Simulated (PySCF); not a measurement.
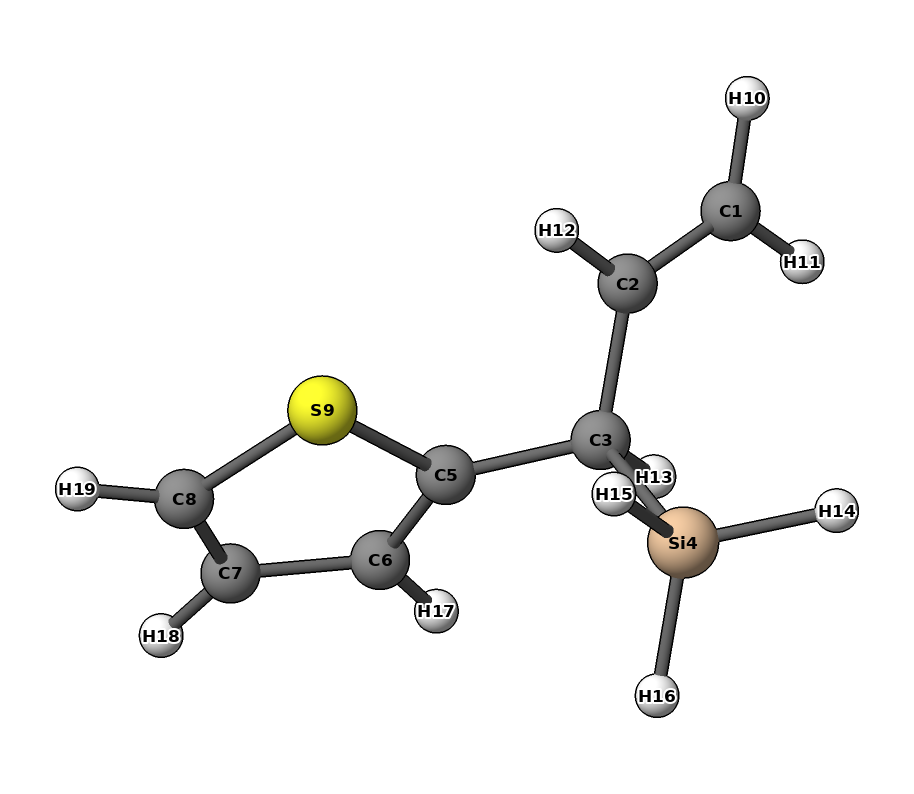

The questions are on isotropic NMR shieldings of the H atoms. The geometry was computed by an optimisation with GFN2-xTB. No frequency run is at hand to confirm it as a minimum. Level of theory: GIAO PBE0/pcSseg-1 NMR shielding, non-relativistic, gas phase (PySCF 2.14.0).

List the isotropic NMR shieldings of the H atoms.

```csv
atom,σ (ppm)
H10,26.48
H11,26.35
H12,25.26
H13,28.00
H14,27.74
H15,27.71
H16,27.77
H17,24.82
H18,24.71
H19,24.65
```

The geometry is semi-empirical. Around Si such bond lengths and angles can be off by a tenth of an ångström or more and by several degrees, and values that hang on the shape move with them.
